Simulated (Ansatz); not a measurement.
# TiCdSe3 (model cell, started as cubic perovskite with Ti in the octahedra): a soft mode frozen in, part 2 of 3

Wanted: the energy along a soft mode of TiCdSe3 (model cell, started as cubic perovskite with Ti in the octahedra) and the structure at the end.

Ansatz 0.2.0; DFT PBE, scalar-relativistic, plane waves, PAW.

So far, highest frequency on the path or at a solved wavevector (cm⁻¹): step 2 (the dispersion) 251. Also lowest frequency on the path (cm⁻¹): step 2 -126.

The structure was built from a prototype and need not be the compound's stable phase.

**5. Energy along the mode, all amplitudes (two of the runs are shown above)**

An imaginary frequency means negative curvature, so the energy should fall and then rise again as anharmonic terms take over.

This step gave:

```yaml
depth_at_the_lowest_point_sampled: 183.7 meV/atom
largest_atomic_shift_at_that_point: 0.6 Å
```

Table of energy from the parent by largest atomic shift:

```csv
largest atomic shift (Å),energy from the parent (meV/atom)
0.000,0
0.040,-1.14
0.080,-4.49
0.140,-13.3
0.220,-31.2
0.320,-62.4
0.450,-116
0.600,-184
```

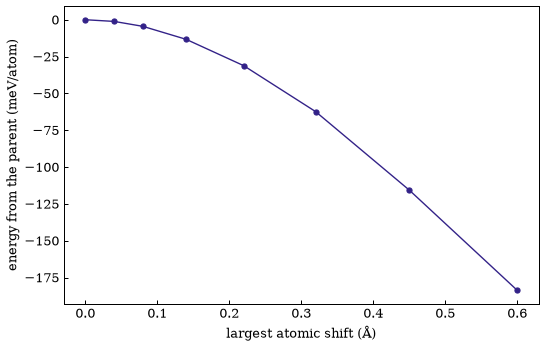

Energy from the parent, plotted against largest atomic shift.

Displacement at unit largest shift by atom:

| atom | x (Å) | y (Å) | z (Å) | size |
| --- | --- | --- | --- | --- |
| Cd1 | 0.000 | 0.000 | 0.000 | 0.000 |
| Cd2 | 0.000 | 0.000 | 0.000 | 0.000 |
| Ti3 | 0.000 | 0.000 | 0.000 | 0.000 |
| Ti4 | 0.000 | 0.000 | 0.000 | 0.000 |
| Se5 | -0.707 | 0.707 | 0.000 | 1.000 |
| Se6 | 0.707 | -0.707 | 0.000 | 1.000 |
| Se7 | 0.000 | 0.000 | -0.707 | 0.707 |
| Se8 | 0.000 | 0.000 | 0.707 | 0.707 |
| Se9 | 0.000 | 0.000 | 0.707 | 0.707 |
| Se10 | 0.000 | 0.000 | -0.707 | 0.707 |

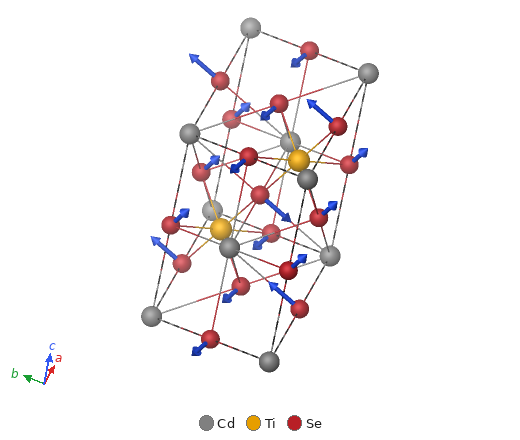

Displacement at unit largest shift as arrows, the longest 1.000 Å. Some periodic images of atoms are drawn too.

The lowest of the steps tried is the last one, at 0.6 Å, 184 meV/atom below the parent; the bottom of the well need not coincide with a step.

**6. Relaxation from the frozen mode**

Starting from the lowest point found, all atoms and the cell are let go, so that strain and other modes of the same symmetry can join in.

input.yaml reads:

```yaml
crystal:
  lattice:
    - [4.9773704866, 4.9773704866, 0.0]
    - [4.9773704866, 0.0, 4.9773704866]
    - [4.9773704866, 0.0, -4.9773704866]
  atoms:
    - { symbol: Cd, position: [0.0, 0.5, 0.5] }
    - { symbol: Cd, position: [0.0, 0.0, 0.0] }
    - { symbol: Ti, position: [0.5, 0.25, 0.75] }
    - { symbol: Ti, position: [0.5, 0.75, 0.25] }
    - { symbol: Se, position: [0.5852385953, 0.4147614047, 0.4147614047] }
    - { symbol: Se, position: [0.4147614047, 0.0852385953, 0.0852385953] }
    - { symbol: Se, position: [0.0, -0.0426192977, 0.5426192977] }
    - { symbol: Se, position: [0.0, 0.5426192977, -0.0426192977] }
    - { symbol: Se, position: [0.5, 0.5426192977, -0.0426192977] }
    - { symbol: Se, position: [0.5, -0.0426192977, 0.5426192977] }
kpoints:
  mp_grid: { grid: [8, 8, 8] }
hamiltonian:
  xc: pbe
scf:
  occupations: { method: methfessel_paxton, width: 0.2 }
output:
  forces: true
  stress: true
  eigenvalues: true
relax:
  adjacent_minimum: "off"
  f_tol: 0.002
  max_steps: 120
  cell: { stress_tol: 0.03 }
```

The run is started by

```bash
> ansatz run input.yaml --threads 8 --pin off --max-ram 14336MiB --backend cpu --events-out ev --progress --plain --runs-dir out
```

Numbers of over 12 decimals in the logs are rounded to 6 here.

Log:

```text
[...]
Crystal: 10 atoms, lattice volume = 246.621 Å³
Basis set: ecut = 420 eV, 4909 PW (Γ), exchange–correlation on 96×96×96 points (8 copies of the dense FFT grid, shifted against one another)
Bands: 96, of which v1, the nominal top of the filled ones, is band 80 counted from 1 (79 counted from 0)
Symmetry: 8 space group operations
[...]
k-points: 95 of 512
[...]
SCF iter   1: F=—  HF=-54328.272762 eV  |F-HF|=—  |Δ(HF+E_count)|=         —  Δρ=2.97e-3  dr2=2.79e-2  ethr=1.77e-3  ⟨swp⟩=5.6  Hψ=30534  notcnv=0
[...]
SCF iter   7: F=-54328.268905 eV  HF=-54328.268905 eV  |F-HF|=4.09e-9  |Δ(HF+E_count)|=   2.46e-7  S|Δr|=    0.00e0  Δρ=2.51e-6  dr2=1.27e-8  ethr=6.25e-11  ⟨swp⟩=8.2  Hψ=37921  notcnv=0
SCF 1 converged in 7 iterations: F = -54328.268905 eV  dr2 = 1.27e-8
[...]
relax step   1: F+E_penalty+E_count = -54328.26890520 eV  Δ(F+E_penalty+E_count) = +0.000e0 eV  max|allowed force component| = 8.087e-1 eV/Å  Δτ_max = 0.0000 Å  P = -2.400 GPa  Ω = 246.621 Å³  (7 SCF iters, dr2 threshold 1.00e-7 eV, accepted)
Crystal: 10 atoms, lattice volume = 238.153 Å³
Basis set: ecut = 420 eV, 4641 PW (Γ), exchange–correlation on 96×96×96 points (8 copies of the dense FFT grid, shifted against one another)
[...]
SCF iter   7: F=-54329.280495 eV  HF=-54329.280496 eV  |F-HF|=5.32e-7  |Δ(HF+E_count)|=   6.00e-6  S|Δr|=    0.00e0  Δρ=1.17e-5  dr2=3.72e-7  ethr=6.25e-10  ⟨swp⟩=3.4  Hψ=40913  notcnv=0
SCF 2 converged in 7 iterations: F = -54329.280495 eV  dr2 = 3.72e-7
relax step   2: F+E_penalty+E_count = -54329.28049507 eV  Δ(F+E_penalty+E_count) = -1.012e0 eV  max|allowed force component| = 5.627e-1 eV/Å  Δτ_max = 0.1997 Å  P = -1.383 GPa  Ω = 238.153 Å³  energy of the carried Pulay correction = +1.125e-3 eV  (7 SCF iters, dr2 threshold 1.00e-6 eV, accepted)
Crystal: 10 atoms, lattice volume = 231.089 Å³
Basis set: ecut = 420 eV, 4545 PW (Γ), exchange–correlation on 96×96×96 points (8 copies of the dense FFT grid, shifted against one another)
[...]
SCF iter   7: F=-54329.847823 eV  HF=-54329.847823 eV  |F-HF|=3.19e-7  |Δ(HF+E_count)|=   4.35e-6  S|Δr|=    0.00e0  Δρ=2.06e-5  dr2=9.32e-7  ethr=6.25e-10  ⟨swp⟩=8.6  Hψ=48384  notcnv=0
SCF 3 converged in 7 iterations: F = -54329.847823 eV  dr2 = 9.32e-7
relax step   3: F+E_penalty+E_count = -54329.84782257 eV  Δ(F+E_penalty+E_count) = -5.673e-1 eV  max|allowed force component| = 2.665e-1 eV/Å  Δτ_max = 0.1915 Å  P = +0.250 GPa  Ω = 231.089 Å³  energy of the carried Pulay correction = +2.095e-3 eV  (7 SCF iters, dr2 threshold 1.00e-6 eV, accepted)
[...]
relax step   4: F+E_penalty+E_count = -54329.93852968 eV  Δ(F+E_penalty+E_count) = -9.071e-2 eV  max|allowed force component| = 1.356e-1 eV/Å  Δτ_max = 0.1950 Å  P = -0.062 GPa  Ω = 232.354 Å³  energy of the carried Pulay correction = +1.919e-3 eV  (7 SCF iters, dr2 threshold 1.00e-6 eV, accepted)
[...]
relax step   5: F+E_penalty+E_count = -54329.94602591 eV  Δ(F+E_penalty+E_count) = -7.496e-3 eV  max|allowed force component| = 2.743e-2 eV/Å  Δτ_max = 0.0446 Å  P = -0.076 GPa  Ω = 232.245 Å³  energy of the carried Pulay correction = +1.934e-3 eV  (6 SCF iters, dr2 threshold 1.00e-6 eV, accepted)
[...]
relax step   6: F+E_penalty+E_count = -54329.94658294 eV  Δ(F+E_penalty+E_count) = -5.570e-4 eV  max|allowed force component| = 1.889e-2 eV/Å  Δτ_max = 0.0076 Å  P = +0.053 GPa  Ω = 231.872 Å³  energy of the carried Pulay correction = +1.986e-3 eV  (6 SCF iters, dr2 threshold 6.05e-8 eV, accepted)
[...]
relax step   7: F+E_penalty+E_count = -54329.94672417 eV  Δ(F+E_penalty+E_count) = -1.412e-4 eV  max|allowed force component| = 4.359e-4 eV/Å  Δτ_max = 0.0026 Å  P = -0.002 GPa  Ω = 232.034 Å³  energy of the carried Pulay correction = +1.963e-3 eV  (6 SCF iters, dr2 threshold 2.23e-8 eV, accepted)
Basis set: ecut = 420 eV, 4535 PW (Γ), exchange–correlation on 100×96×96 points (8 copies of the dense FFT grid, shifted against one another)
[...]
SCF iter   8: F=-54329.944509 eV  HF=-54329.944509 eV  |F-HF|=2.18e-11  |Δ(HF+E_count)|=  9.46e-11  S|Δr|=    0.00e0  Δρ=4.71e-8  dr2=7.89e-12  ethr=1.00e-12  ⟨swp⟩=4.1  Hψ=29364  notcnv=0
SCF 8 converged in 8 iterations: F = -54329.944509 eV  dr2 = 7.89e-12
relax step   8: F+E_penalty+E_count = -54329.94450898 eV  Δ(F+E_penalty+E_count) = +2.215e-3 eV  max|allowed force component| = 4.550e-4 eV/Å  Δτ_max = 0.0000 Å  P = -0.001 GPa  Ω = 232.034 Å³  stress off target by 2.50e-3 GPa  SCF on the basis re-selected at this cell (its energy is not comparable with the rows above)  (8 SCF iters)
basis re-selected at this cell: Δ(F+E_penalty+E_count) = +2.215e-3 eV, ΔP = +0.001 GPa vs the last step (what re-selecting the basis moved, of the pressure what is left beyond the Pulay correction that the steps carried, after the strain that the cell walked since its last selection, with what the two solves' SCF thresholds leave and, on support functions, any second-order correction that the steps lacked; it is no measure of the basis error at this ecutwfc). The dense FFT grid was sized anew with the basis: this SCF ran on 50×48×48 points, the steps before it on 48×48×48, so part of this shift can come from that change (see relax.cell in the input reference). [rest of the remark cut]
SCF converged after 8 iterations
[...]
Free energy (F): -54329.944509 eV
[...]
Internal energy: -54329.958805 eV  (E = F + TS)
E sigma→0 (E₀):  -54329.948083 eV
Entropy (-TS):   0.014296 eV (1.430 meV/atom)
Fermi energy:    9.618229 eV
[...]
--- Forces (eV/Å), atoms counted from 1 ---
  atom   1  Cd    -0.00032960     0.00032960     0.00000000
  atom   2  Cd     0.00032960    -0.00032960    -0.00000000
  atom   3  Ti    -0.00000000     0.00000000    -0.00000000
  atom   4  Ti    -0.00000000    -0.00000000     0.00000000
  atom   5  Se    -0.00045495     0.00045495     0.00000000
  atom   6  Se     0.00045495    -0.00045495    -0.00000000
  atom   7  Se     0.00000000     0.00000000     0.00044654
  atom   8  Se    -0.00000000    -0.00000000    -0.00044654
  atom   9  Se     0.00000000     0.00000000    -0.00044654
  atom  10  Se    -0.00000000    -0.00000000     0.00044654
  max |Σ_I F_I| component: 2.71e-19 eV/Å
--- Stress (GPa, compression-positive) ---
       -0.000190       0.001876       0.000000
        0.001876      -0.000190      -0.000000
        0.000000      -0.000000      -0.002502
  P = ⅓ Tr σ = -0.0010 GPa (-0.010 kbar)
--- Band table (eV; the first three rows and the last of 95) ---
  k-point 0: bands = [... 76 lower, 9.1800, 9.2379, 9.5526, 9.6734, 9.7012, 9.7022, 10.1386, 10.3088, ... 12 higher]
  k-point 1: bands = [... 76 lower, 8.8232, 9.2798, 9.2944, 9.6355, 9.6409, 9.8492, 10.2734, 10.3426, ... 12 higher]
  k-point 2: bands = [... 76 lower, 8.8426, 8.8481, 9.2454, 9.5389, 9.6992, 9.9050, 10.2887, 10.5592, ... 12 higher]
  k-point 94: bands = [... 76 lower, 8.1745, 8.1745, 8.7280, 8.7280, 10.0993, 10.0993, 10.4853, 10.4853, ... 12 higher]
--- Relaxed structure (7 steps of the walk, 7 accepted, 1 SCFs on fresh bases) ---
  F+E_penalty+E_count = -54329.94450898 eV   max|allowed force component| = 4.550e-4 eV/Å   (the final SCF, on the basis selected at the relaxed cell)
  cell:  # Å, volume = 232.0342 Å³
    - [5.170588, 5.170588, 0.0]
    - [4.898764, 0.271824, 4.849402]
    - [4.898764, 0.271824, -4.849402]
  atoms:
    - { symbol: Cd, position: [-0.053958, 0.553958, 0.553958] }
    - { symbol: Cd, position: [0.053958, -0.053958, -0.053958] }
    - { symbol: Ti, position: [0.500000, 0.25, 0.75] }
    - { symbol: Ti, position: [0.500000, 0.750000, 0.250000] }
    - { symbol: Se, position: [0.651139, 0.348861, 0.348861] }
    - { symbol: Se, position: [0.348861, 0.151139, 0.151139] }
    - { symbol: Se, position: [-3.469446951953614e-18, -0.070628, 0.570628] }
    - { symbol: Se, position: [-3.469446951953614e-18, 0.570628, -0.070628] }
    - { symbol: Se, position: [0.5, 0.570628, -0.070628] }
    - { symbol: Se, position: [0.5, -0.070628, 0.570628] }
```

Run time: 2.3 min. Hardware: 8 threads of Arm Neoverse V2, shared host; peak memory 2.3 GiB; 18 min of CPU time.

The steps of the relaxation:

```
step  energy less that of the first step (eV)  largest force component (eV/Å)  pressure (GPa)  volume (Å³)
   1                                   0.0000                          0.8087           -2.40       246.62
   2                                  -1.0116                          0.5627           -1.38       238.15
   3                                  -1.5789                          0.2665            0.25       231.09
   4                                  -1.6696                          0.1356           -0.06       232.35
   5                                  -1.6771                          0.0274           -0.08       232.25
   6                                  -1.6777                          0.0189            0.05       231.87
   7                                  -1.6778                          0.0004            0.00       232.03
  8*                                  -1.6756                          0.0005            0.00       232.03
```

Relaxation steps marked * repeat the geometry before them on a plane-wave basis chosen anew for their cell, so energy and pressure can jump there.

Forces are held to the 8 operations that the run works with; a distortion that breaks them can't arise in this run.

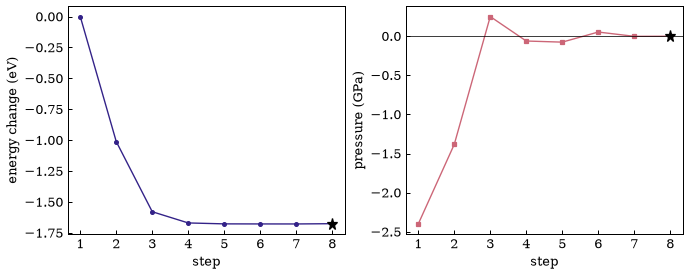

Energy and pressure along the relaxation. Stars mark steps on a basis chosen anew.

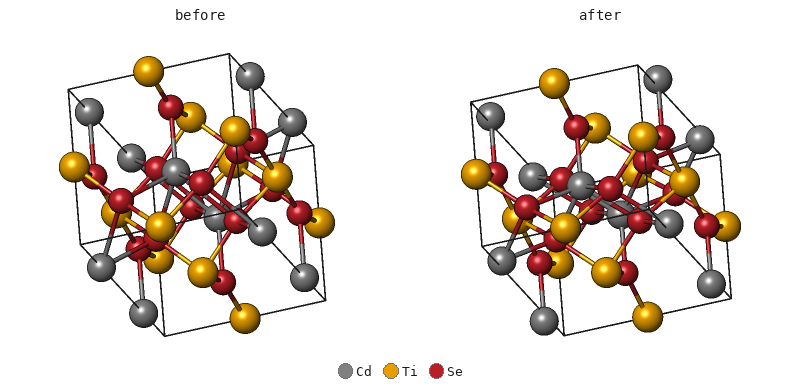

Before and after, at one scale.

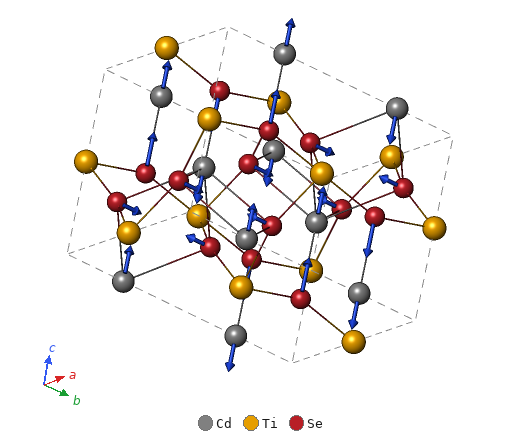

Displacements in the relaxation, exaggerated, measured against the changing cell; the longest in the cell stands for 0.43 Å. Some periodic images of atoms are drawn too.

```
conventional cell, symmetrised  before  after  change
                         a (Å)   7.039  7.312  +3.9 %
                         b (Å)   9.955  9.699  -2.6 %
                         c (Å)   7.039  6.543  -7.0 %
              volume (Å³/atom)   24.66  23.20  -5.9 %
```

The atoms that moved most (Å, as changes of fractional coordinates times the final cell):

```csv
atom,dx,dy,dz,length
Se6,0.305,-0.305,0.000,0.431
Se5,-0.305,0.305,0.000,0.431
Cd2,-0.250,0.250,0.000,0.353
Cd1,0.250,-0.250,0.000,0.353
Se7,0.000,0.000,-0.272,0.272
Se8,0.000,0.000,0.272,0.272
Se10,0.000,0.000,-0.272,0.272
Se9,0.000,0.000,0.272,0.272
```

Final coordinates:

```cif
data_structure
_symmetry_space_group_name_H-M 'P 1'
_symmetry_Int_Tables_number 1
_cell_length_a 7.3123
_cell_length_b 6.8984
_cell_length_c 6.8984
_cell_angle_alpha 89.332
_cell_angle_beta 57.995
_cell_angle_gamma 57.995
_cell_volume 232.03
loop_
_atom_site_label
_atom_site_type_symbol
_atom_site_fract_x
_atom_site_fract_y
_atom_site_fract_z
_atom_site_occupancy
Cd1 Cd 0.94604 0.55396 0.55396 1
Cd2 Cd 0.05396 0.94604 0.94604 1
Ti3 Ti 0.50000 0.25000 0.75000 1
Ti4 Ti 0.50000 0.75000 0.25000 1
Se5 Se 0.65114 0.34886 0.34886 1
Se6 Se 0.34886 0.15114 0.15114 1
Se7 Se 0.00000 0.92937 0.57063 1
Se8 Se 0.00000 0.57063 0.92937 1
Se9 Se 0.50000 0.57063 0.92937 1
Se10 Se 0.50000 0.92937 0.57063 1
```

Numbers from this step:

* pressure: -9.60e-4 GPa
* volume per atom: 23.20 Å³

The distorted start has space group Imma; the relaxation ends in Imma.

**7. The new phase in its own primitive cell**

The relaxed structure is symmetrised, reduced to its primitive cell and relaxed tightly, as its phonons need.

input.yaml reads:

```yaml
crystal:
  lattice:
    - [-3.6561579885, 4.8494018818, 3.271740866]
    - [3.6561579885, -4.8494018818, 3.271740866]
    - [3.6561579885, 4.8494018818, -3.271740866]
  atoms:
    - { symbol: Cd, position: [0.3039582256, 0.0539582256, 0.25] }
    - { symbol: Cd, position: [0.6960417744, 0.9460417744, 0.75] }
    - { symbol: Ti, position: [0.5, 0.5, 0.0] }
    - { symbol: Ti, position: [0.0, 0.5, 0.5] }
    - { symbol: Se, position: [0.0988605665, 0.3488605665, 0.75] }
    - { symbol: Se, position: [0.9011394335, 0.6511394335, 0.25] }
    - { symbol: Se, position: [0.32062754, 0.0, 0.82062754] }
    - { symbol: Se, position: [0.67937246, 0.0, 0.17937246] }
    - { symbol: Se, position: [0.67937246, 0.5, 0.67937246] }
    - { symbol: Se, position: [0.32062754, 0.5, 0.32062754] }
kpoints:
  mp_grid: { grid: [8, 8, 8] }
hamiltonian:
  xc: pbe
scf:
  occupations: { method: methfessel_paxton, width: 0.2 }
output:
  forces: true
  stress: true
  eigenvalues: true
relax:
  adjacent_minimum: "off"
  f_tol: 0.001
  max_steps: 60
  cell: { stress_tol: 0.01 }
```

Log:

```text
[...]
Crystal: 10 atoms, lattice volume = 232.034 Å³
Basis set: ecut = 420 eV, 4535 PW (Γ), exchange–correlation on 96×96×96 points (8 copies of the dense FFT grid, shifted against one another)
Bands: 96, of which v1, the nominal top of the filled ones, is band 80 counted from 1 (79 counted from 0)
Symmetry: 8 space group operations
[...]
k-points: 95 of 512
[...]
- { symbol: Ti, position: [0.500000, 0.500000, 0.0] }
    - { symbol: Ti, position: [0.0, 0.5, 0.5] }
    - { symbol: Se, position: [0.098861, 0.348861, 0.75] }
    - { symbol: Se, position: [0.901139, 0.651139, 0.250000] }
    - { symbol: Se, position: [0.32062754, -5.551115123125783e-17, 0.82062754] }
    - { symbol: Se, position: [0.67937246, -5.551115123125783e-17, 0.179372] }
    - { symbol: Se, position: [0.67937246, 0.5, 0.67937246] }
    - { symbol: Se, position: [0.32062754, 0.5, 0.32062754] }
[key lines of the parts left out:]
SCF converged after 7 iterations
Free energy (F): -54329.944509 eV
Fermi energy:    9.618229 eV
P = ⅓ Tr σ = -0.0010 GPa (-0.010 kbar)
```

Wall time 31 s (8 threads); peak memory 2.1 GiB; 4 min of CPU time.

Little changed from the start: no atom moved by 0.005 Å and no cell edge by 0.1 %.

Numbers from this step:

```
pressure : -9.59e-4 GPa
```

The largest force component left is 0.64 meV/Å and the pressure is -0.001 GPa, within the tolerances set. The cell now holds 23.20 Å³/atom.

[end of part 2 of 3]

[Logs are printed without paths, hosts, clocks, repeated set-up lines and the standing remarks that a program may print on its own settings, such as how far it seeks lower states.]

[Hosts, paths, dates, database ids (printed as entryN), source tags and the programs' standing remarks are cut or masked in the printed files.]
